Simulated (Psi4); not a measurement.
# SnSiH4O2 (SMILES [OH][Sn][O][SiH3]), step by step

Aim: a series of 10 runs (PBE-D4/def2-SVP, PBE0-D4/def2-TZVP, PBE-D4/def2-TZVPP, r2SCAN-D4/def2-TZVPP, B3LYP-D4/def2-TZVPP, PBE0-D4/def2-TZVPP, wB97M-V/def2-TZVPP, CCSD(T)/def2-TZVPP, and more) of SnSiH4O2. 

Program for the calculation: Psi4 1.11.

## (1) The molecule

SnSiH4O2 has 8 atoms, charge 0, and is taken as a singlet. SMILES: `[OH][Sn][O][SiH3]`. Geometry: a rough force-field guess. This is one conformer, not always the lowest. The run starts from this shape.

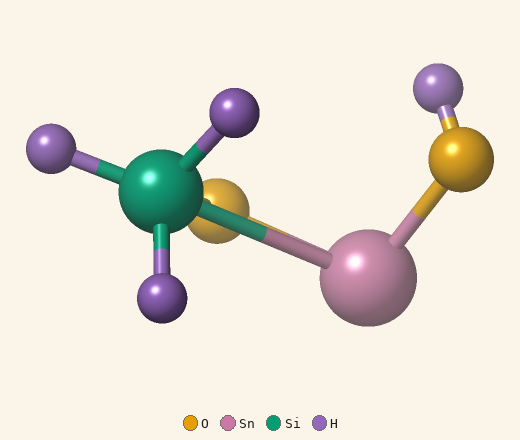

Viewed from a chosen angle; oxygen amber, tin pink, silicon teal, hydrogen purple.

## (2) A structure relaxation at PBE-D4/def2-SVP (density fitting, core potential) (run 1)

File job.in:

```
memory 4400 mb

molecule system {
  0 1
  O      0.379721     1.884768    -1.449399
  Sn     1.485234     1.221273     0.027965
  O      1.104109    -0.730213     0.150888
  Si    -0.437182    -0.927104     0.708130
  H      0.378858     1.187376    -2.147393
  H     -0.610790    -0.190615     1.977867
  H     -1.362848    -0.293509    -0.274056
  H     -0.792758    -2.282043     0.885807
  symmetry c1
}

set basis def2-SVP
set reference rks
set scf_type df
set geom_maxiter 60
set max_force_g_convergence 0.0005

energy_value = optimize("pbe-d4")
print_variables()
```

On the command line:

```bash
psi4 -n 2 job.in job.out
```

job.out:

```text
[...]
    !!!  WARNING: ECP capability is in beta. Please check occupations closely.  !!!
[...]
  Running in c1 symmetry.
[...]
  Nuclear repulsion =  259.222748488229456
[...]
  Multiplicity = 1
[...]
  Nalpha       = 28
  Nbeta        = 28
[...]
    Number of basis functions: 92
[...]
   @DF-RKS iter   1:  -655.66211183097744   -1.04986e+00   1.21039e-02 DIIS/ADIIS
[...]
    !!!  WARNING: ECP capability is in beta. Please check occupations closely.  !!!
[...]
   @DF-RKS iter   8:  -656.20435090826413   -4.37694e-11   8.88518e-09 DIIS
[...]
  @DF-RKS Final Energy:  -656.20435090826413
   => Energetics <=
    Nuclear Repulsion Energy =            247.9374469648102206
    One-Electron Energy =               -1481.9095575827434459
    Two-Electron Energy =                 635.0956916396687575
    DFT Exchange-Correlation Energy =     -57.3207855004480251
    Empirical Dispersion Energy =          -0.0071464295517847
    VV10 Nonlocal Energy =                  0.0000000000000000
    Total Energy =                       -656.2043509082641322
[...]
 Multipole Moments:
 ------------------------------------------------------------------------------------
     Multipole            Electronic (a.u.)      Nuclear  (a.u.)        Total (a.u.)
 ------------------------------------------------------------------------------------
 L = 1.  Multiply by 2.5417464519 to convert [e a0] to [Debye]
 Dipole X            :         58.7748398          -58.3556219            0.4192179
 Dipole Y            :         29.0471901          -28.9659953            0.0811948
 Dipole Z            :        -17.2049598           17.1617118           -0.0432479
 Magnitude           :                                                    0.4291929
[...]
  -Total Gradient:
     Atom            X                  Y                   Z
    ------   -----------------  -----------------  -----------------
       1       -0.000153792181     0.000241172402     0.000025143748
       2       -0.000108049730    -0.000496238330     0.000577956642
       3       -0.000052825077    -0.000226013989    -0.000890388900
       4        0.000013244802     0.000857048596     0.000914970905
       5       -0.000084132171    -0.000114286042     0.000040007272
       6        0.000084850177     0.000081475178    -0.000324942707
       7        0.000159581229    -0.000391589556    -0.000146363911
       8        0.000082296888    -0.000124259863    -0.000229241697
[...]
```

Standard output:

```text
Optimizer: Optimization complete!
```

It took 1.9 min on 2 threads of Intel Xeon Platinum 8259CL at 2.50GHz (Skylake/Cascade Lake), shared host; peak memory 0.76 GiB.

Step by step:

```tsv
step	energy from the first frame kept (eV)	largest force (eV/Å)
0	0.0000	2.8923
1	-0.3572	0.5723
2	-0.4663	0.4307
3	-0.5466	0.4589
4	-0.5833	0.3504
5	-0.6194	0.2392
6	-0.6577	0.1859
7	-0.6681	0.1424
8	-0.6737	0.0930
9	-0.6792	0.1031
10	-0.6830	0.0932
11	-0.6857	0.0864
12	-0.6903	0.0890
13	-0.6978	0.1735
14	-0.7012	0.1320
15	-0.7030	0.0959
16	-0.7040	0.0645
```

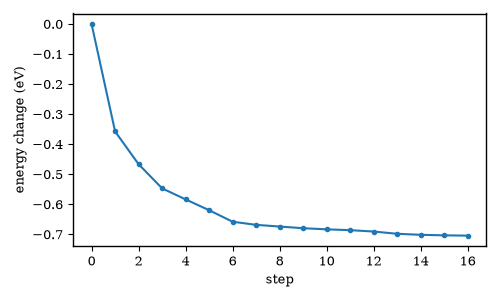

Energy along the run.

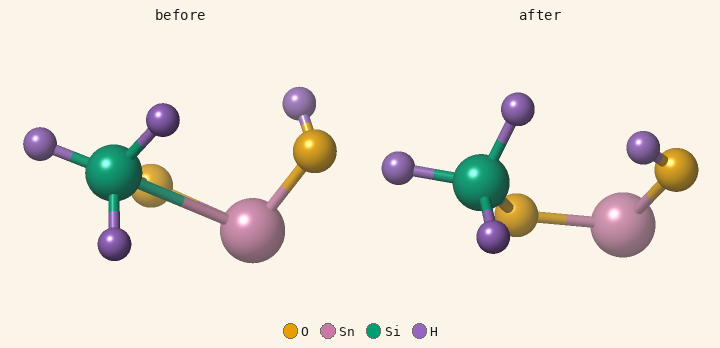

Before and after, at one scale.

After the run. Bond lengths: O1–Sn2 2.024 Å, Sn2–O3 2.041 Å, O3–Si4 1.669 Å, O1–H5 0.979 Å, Si4–H6 1.509 Å, Si4–H7 1.517 Å, Si4–H8 1.504 Å. Angles: O1–Sn2–O3 97.7°, Sn2–O3–Si4 133.4°, Sn2–O1–H5 114.7°, O3–Si4–H6 111.7°, O3–Si4–H7 111.4°, O3–Si4–H8 110.0°, H6–Si4–H7 106.9°, H6–Si4–H8 109.0°, H7–Si4–H8 107.6°.

## (3) A geometry optimisation at PBE0-D4/def2-TZVP (density fitting, core potential) (run 2)

File h4o2sisn.in:

```
memory 4.4 GB

molecule {
  0 1
  O      0.113992     2.018889    -1.031272
  Sn     1.711034     1.100010    -0.194266
  O      0.698147    -0.386113     0.771424
  Si    -0.923367    -0.706318     0.999679
  H     -0.741160     1.565109    -0.885286
  H     -1.531738     0.210107     2.032067
  H     -1.711626    -0.513414    -0.281649
  H     -1.110141    -2.132485     1.438548
  units angstrom
  symmetry c1
}

set globals {
  scf_type df
  geom_maxiter 50
  max_force_g_convergence 0.0002
}

e, wfn = optimize("pbe0-d4/def2-TZVP", return_wfn=True)
print_variables()
```

On the command line:

```bash
psi4 -i h4o2sisn.in -o h4o2sisn.out -n 2
```

h4o2sisn.out:

```text
[...]
    !!!  WARNING: ECP capability is in beta. Please check occupations closely.  !!!
[...]
  Running in c1 symmetry.
[...]
  Nuclear repulsion =  247.937461054119524
[...]
  Multiplicity = 1
[...]
  Nalpha       = 28
  Nbeta        = 28
[...]
    Number of basis functions: 173
[...]
 WARNING: Atomic UHF is not converging! Try casting from a smaller basis or call Rob at CCMST.
   -------------------------
[...]
   @DF-RKS iter   1:  -656.00024675418979   -1.34535e+00   6.93808e-03 ADIIS/DIIS
[...]
    !!!  WARNING: ECP capability is in beta. Please check occupations closely.  !!!
[...]
   @DF-RKS iter   9:  -656.54600178943417   -6.93490e-12   3.71366e-09 DIIS
[...]
  @DF-RKS Final Energy:  -656.54600178943417
   => Energetics <=
    Nuclear Repulsion Energy =            251.2980943058765604
    One-Electron Energy =               -1489.3663646676084227
    Two-Electron Energy =                 625.1569217686002276
    DFT Exchange-Correlation Energy =     -43.6285853044121268
    Empirical Dispersion Energy =          -0.0060678918903539
    VV10 Nonlocal Energy =                  0.0000000000000000
    Total Energy =                       -656.5460017894341718
[...]
 Multipole Moments:
 ------------------------------------------------------------------------------------
     Multipole            Electronic (a.u.)      Nuclear  (a.u.)        Total (a.u.)
 ------------------------------------------------------------------------------------
 L = 1.  Multiply by 2.5417464519 to convert [e a0] to [Debye]
 Dipole X            :         57.8833004          -57.3772245            0.5060759
 Dipole Y            :         30.3116853          -30.2395314            0.0721540
 Dipole Z            :        -15.0361909           15.1407866            0.1045956
 Magnitude           :                                                    0.5217847
[...]
  -Total Gradient:
     Atom            X                  Y                   Z
    ------   -----------------  -----------------  -----------------
       1        0.000143065177     0.000028034638     0.000036577357
       2       -0.000076937484     0.000057162939    -0.000123680260
       3       -0.000060292853    -0.000061198977     0.000037457010
       4        0.000121244838     0.000049343774     0.000078494442
       5       -0.000050722169    -0.000057837975     0.000058724055
       6       -0.000068108264    -0.000023111377    -0.000035332481
       7       -0.000090644077    -0.000033196063    -0.000048741181
       8       -0.000076569964     0.000004584576    -0.000024009116
[...]
```

On the terminal:

```text
Optimizer: Optimization complete!
```

Run time: 3.2 min. Hardware: 2 threads of Intel Xeon Platinum 8259CL at 2.50GHz (Skylake/Cascade Lake), shared host; peak memory 1.2 GiB.

The path in brief:

```tsv
step	energy from the first frame kept (eV)	largest force (eV/Å)
0	0.0000	1.1417
1	-0.0805	0.4596
2	-0.0886	0.1521
3	-0.0931	0.1758
4	-0.0967	0.1794
5	-0.0988	0.1319
6	-0.1013	0.0635
7	-0.1032	0.0786
8	-0.1045	0.0574
9	-0.1057	0.0446
10	-0.1066	0.0539
11	-0.1074	0.0428
12	-0.1078	0.0080
```

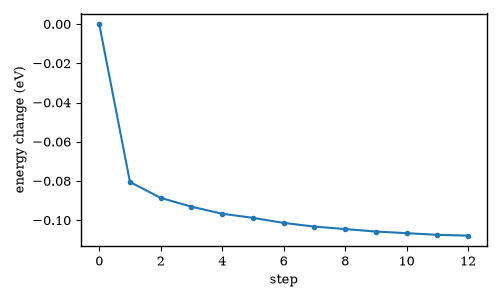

Energy along the run.

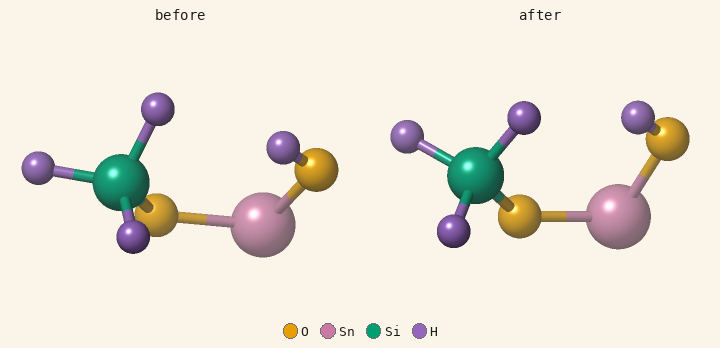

Before and after, at one scale.

After the run. Bond lengths: O1–Sn2 1.971 Å, Sn2–O3 1.990 Å, O3–Si4 1.628 Å, O1–H5 0.963 Å, Si4–H6 1.488 Å, Si4–H7 1.497 Å, Si4–H8 1.488 Å. Angles: O1–Sn2–O3 97.6°, Sn2–O3–Si4 141.3°, Sn2–O1–H5 116.3°, O3–Si4–H6 110.8°, O3–Si4–H7 111.3°, O3–Si4–H8 110.7°, H6–Si4–H7 107.5°, H6–Si4–H8 108.9°, H7–Si4–H8 107.5°.

## (4) The harmonic vibrations at PBE0-D4/def2-TZVP (density fitting, core potential) (run 3)

File job.in:

```
memory 4400 mb

molecule {
  O
  Sn 1 1.970969
  O 2 1.989538 1 97.62448
  Si 3 1.62806 2 141.28186 1 0.19035
  H 1 0.962752 2 116.28959 3 -0.14771
  H 4 1.487561 3 110.75972 2 -118.78331
  H 4 1.497414 6 107.50104 3 -121.80043
  H 4 1.487536 6 108.94859 7 -116.1775
  units angstrom
  symmetry c1
}

set basis def2-TZVP
set reference rks
set scf_type df
set rotational_symmetry_number 1

freq("pbe0-d4")
print_variables()
```

On the command line:

```bash
psi4 -n 2 job.in job.out
```

job.out:

```text
[...]
  Running in c1 symmetry.
[...]
  Nuclear repulsion =  251.298084163146228
[...]
  Multiplicity = 1
[...]
  Nalpha       = 28
  Nbeta        = 28
[...]
    Number of basis functions: 173
[...]
   @DF-RKS iter   1:  -655.99531700318880   -1.22733e+00   7.01787e-03 ADIIS/DIIS
[...]
   @DF-RKS iter  12:  -656.54600056269896   -9.54969e-12   5.80264e-09 DIIS
[...]
  @DF-RKS Final Energy:  -656.54600056269896
   => Energetics <=
    Nuclear Repulsion Energy =            251.3077068944866141
    One-Electron Energy =               -1489.3866445057942656
    Two-Electron Energy =                 625.1680010749860230
    DFT Exchange-Correlation Energy =     -43.6289960751998507
    Empirical Dispersion Energy =          -0.0060679511775016
    VV10 Nonlocal Energy =                  0.0000000000000000
    Total Energy =                       -656.5460005626989641
[...]
  -Total Gradient:
     Atom            X                  Y                   Z
    ------   -----------------  -----------------  -----------------
       1       -0.000009902250     0.000098694736     0.000123542550
       2        0.000013803389     0.000052215329    -0.000156486099
       3       -0.000010242579    -0.000094619118    -0.000046074275
       4        0.000049891641     0.000090269846    -0.000295464340
       5       -0.000003861983    -0.000100280721     0.000016785315
       6        0.000014639042    -0.000030979779    -0.000087591037
       7        0.000061714595    -0.000168315792     0.000515783110
       8       -0.000113518118     0.000036814557    -0.000186578039
[...]
  ==> Harmonic Vibrational Analysis <==
[...]
  Freq [cm^-1]                 62.6559             77.1591             96.4942
[...]
  IR activ [km/mol]             0.2932              1.8179              0.1133
[...]
  Freq [cm^-1]                 203.4568            420.7448            438.4168
[...]
  IR activ [km/mol]            19.6579             43.7348             98.4732
[...]
  Freq [cm^-1]                 604.7433            709.3438            722.7914
[...]
  IR activ [km/mol]            90.8362             156.0141            61.5005
[...]
  Freq [cm^-1]                 767.1686            951.9411            956.3203
[...]
  IR activ [km/mol]             8.2338             73.2333             61.6315
[...]
  Freq [cm^-1]                 984.2514            995.6994           2156.5926
[...]
  IR activ [km/mol]            707.6739            51.9078             139.8060
[...]
  Freq [cm^-1]                2212.9518           2215.7692           3848.4284
[...]
  IR activ [km/mol]            147.1505            124.5529            53.9600
[...]
```

The script printed:

```text
Warning: used thermodynamics relations inappropriate for low-frequency modes: ['62.6559' '77.1591' '96.4942' '203.4568' '420.7448' '438.4168' '604.7433']
```

Wall time 11 min (2 threads of Intel Xeon Platinum 8259CL at 2.50GHz (Skylake/Cascade Lake), shared host); peak memory 1.3 GiB.

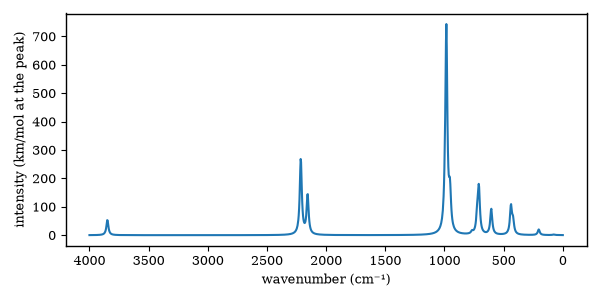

Harmonic infrared spectrum, unscaled, lines broadened by 10 cm⁻¹.

Runs 4 to 9 aren't shown in full; the table further down has their settings and results.

## (5) A single-point energy at MP2/def2-QZVPP (density fitting, core potential, density fitting for correlation) (run 10)

File calc.inp:

```
memory 4.4 GB

molecule {
  0 1
  O      0.291306     1.686333    -1.423121
  Sn     1.700488     1.111542    -0.170707
  O      0.591157    -0.123065     0.926285
  Si    -0.926899    -0.698851     1.046928
  H     -0.581233     1.302286    -1.288679
  H     -1.527029    -0.332791     2.357913
  H     -1.808809    -0.136663    -0.024720
  H     -0.940983    -2.179616     0.905856
  units angstrom
  symmetry c1
}

set scf_type df
set num_frozen_docc 11

result, w = energy('mp2/def2-QZVPP', return_wfn=True)
print_variables()
```

On the command line:

```bash
psi4 -i calc.inp -o calc.out -n 2
```

calc.out:

```text
[...]
    !!!  WARNING: ECP capability is in beta. Please check occupations closely.  !!!
[...]
  Running in c1 symmetry.
[...]
  Nuclear repulsion =  251.298093373151801
[...]
  Multiplicity = 1
[...]
  Nalpha       = 28
  Nbeta        = 28
[...]
    Number of basis functions: 386
[...]
   @DF-RHF iter   1:  -654.18734640165985   -2.05046e+00   2.41452e-03 DIIS/ADIIS
[...]
   @DF-RHF iter  12:  -654.54169943664147   -1.05388e-10   6.11060e-09 DIIS
[...]
    Orbital Energies [Eh]
    ---------------------
    Doubly Occupied:
       1A    -68.782668     2A    -20.535745     3A    -20.532275
       4A     -6.125663     5A     -5.879725     6A     -4.232773
       7A     -4.232611     8A     -4.232553     9A     -4.072623
      10A     -4.066296    11A     -4.062968    12A     -1.366915
      13A     -1.356407    14A     -1.337885    15A     -1.333661
      16A     -1.327011    17A     -1.280974    18A     -1.247990
      19A     -0.728612    20A     -0.662808    21A     -0.610416
      22A     -0.550943    23A     -0.539976    24A     -0.500431
      25A     -0.484884    26A     -0.447864    27A     -0.443872
      28A     -0.382297
[...]
  @DF-RHF Final Energy:  -654.54169943664147
   => Energetics <=
    Nuclear Repulsion Energy =            251.2980933731518007
    One-Electron Energy =               -1488.9618979915289856
    Two-Electron Energy =                 583.1221051817356056
    Total Energy =                       -654.5416994366414656
[...]
 Multipole Moments:
 ------------------------------------------------------------------------------------
     Multipole            Electronic (a.u.)      Nuclear  (a.u.)        Total (a.u.)
 ------------------------------------------------------------------------------------
 L = 1.  Multiply by 2.5417464519 to convert [e a0] to [Debye]
 Dipole X            :         57.8856074          -57.3772202            0.5083872
 Dipole Y            :         30.2825131          -30.2395252            0.0429879
 Dipole Z            :        -14.9995798           15.1407915            0.1412116
 Magnitude           :                                                    0.5293829
[...]
```

Wall time 25 s (2 threads of Intel Xeon Platinum 8259CL at 2.50GHz (Skylake/Cascade Lake), shared host); peak memory 1.5 GiB.

## (6) All runs side by side

```tsv
run	level	geom maxiter	max force g convergence	energy (Eh)	dipole moment (D)	HOMO energy (eV)	LUMO energy (eV)	wall time
1	PBE-D4/def2-SVP (density fitting, core potential)	60	0.0005	-656.204351	1.09	-6.69	-2.89	1.9 min
2	PBE0-D4/def2-TZVP (density fitting, core potential)	50	0.0002	-656.546002	1.33	-8.05	-2.22	3.2 min
3	PBE0-D4/def2-TZVP (density fitting, core potential)	–	–	-656.546002	1.33	–	–	11 min
4	PBE-D4/def2-TZVPP (density fitting, core potential)	–	–	-656.517958	1.25	-6.85	-2.89	27 s
5	r2SCAN-D4/def2-TZVPP (density fitting, core potential)	–	–	-656.808599	1.25	-7.17	-2.82	76 s
6	B3LYP-D4/def2-TZVPP (density fitting, core potential)	–	–	-656.939312	1.39	-7.89	-2.46	27 s
7	PBE0-D4/def2-TZVPP (density fitting, core potential)	–	–	-656.548117	1.34	-8.05	-2.22	28 s
8	wB97M-V/def2-TZVPP (density fitting, core potential)	–	–	-656.709684	1.42	-10.30	-0.53	82 s
9	CCSD(T)/def2-TZVPP (density fitting, core potential, density fitting for correlation)	–	–	-655.481908	–	-10.39	0.38	11 min
10	MP2/def2-QZVPP (density fitting, core potential, density fitting for correlation)	–	–	-655.720509	–	-10.40	0.31	25 s
```

## (7) Outcome

| quantity | value |
| --- | --- |
| run 10, MP2/def2-QZVPP: total energy | -655.72051 Eh |
| run 10, MP2/def2-QZVPP: HOMO energy (Hartree–Fock orbitals) | -10.40 eV |
| run 10, MP2/def2-QZVPP: LUMO energy (Hartree–Fock orbitals) | 0.31 eV |
| run 10, MP2/def2-QZVPP: HOMO–LUMO gap (Hartree–Fock orbitals) | 10.71 eV |
| run 10, MP2/def2-QZVPP: correlation energy (11 core orbitals frozen) | -1178.8 mEh |

**Reading.** Over runs 3, 4, 5, 6, 7, 8 the dipole moment (its size) runs from 1.25 D (r2SCAN-D4/def2-TZVPP) to 1.42 D (wB97M-V/def2-TZVPP). Over runs 4, 5, 6, 7, 8 the HOMO–LUMO gap runs from 3.96 eV (PBE-D4/def2-TZVPP) to 9.77 eV (wB97M-V/def2-TZVPP). Totals of different functionals can't be ranked against each other. All runs together took 31 min, the longest 11 min.
